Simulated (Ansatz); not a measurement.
## BNH4 (BH2(NH2)): where methods fail along a bond

BNH4: 6 atoms, total charge 0, spin state singlet. SMILES: `[H]B([H])N`. The coordinates come from a GFN2-xTB relaxation.

```xyz
6

B     0.3419    0.5951    0.0037
H     1.3301    0.6743    0.6274
H    -0.0786    1.4968   -0.6141
N    -0.3454   -0.5987   -0.0039
H    -1.1993   -0.7506   -0.5151
H    -0.0488   -1.4170    0.5020
```

The B1–H2 distance is scanned; the parts on either side stay rigid. Basis STO-3G, 2 core orbitals frozen in the correlated methods; program Ansatz 0.2.0. FCI is exact within this basis and core. Energies in eV from each method's value at 1.171 Å; methods without a U are spin-restricted. The shape above is that at 1.171 Å.

```csv
distance (Å),PBE,BLYP,r2SCAN,wB97X,CCSD,CCSD(T),BCCD(T),FCI
1.171,0.00,0.00,0.00,0.00,0.00,0.00,0.00,0.00
1.464,0.84,0.82,0.91,0.94,0.84,0.83,0.83,0.83
1.757,2.39,2.34,2.56,2.69,2.40,2.39,2.39,2.38
2.342,5.28,5.14,5.61,6.11,4.86,4.80,4.80,4.80
2.928,7.06,6.88,7.49,8.47,5.72,5.57,5.58,5.61
```

Departure from the FCI curve at its largest: PBE +1.44 eV at 2.93 Å; BLYP +1.26 eV at 2.93 Å; r2SCAN +1.88 eV at 2.93 Å; wB97X +2.86 eV at 2.93 Å; CCSD +0.10 eV at 2.93 Å; CCSD(T) -0.04 eV at 2.93 Å; BCCD(T) -0.03 eV at 2.93 Å. Restricted functionals keep the electrons paired too, and rise too high.

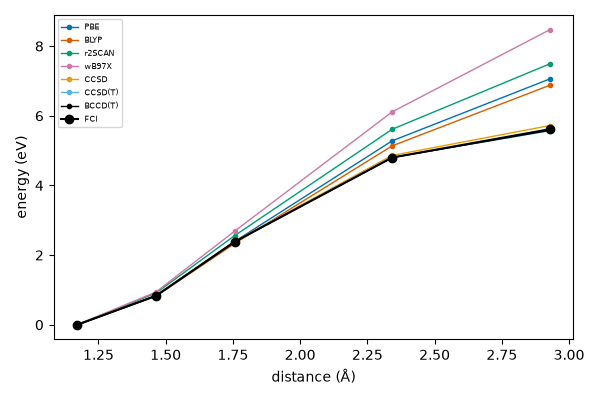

The curves of the table.
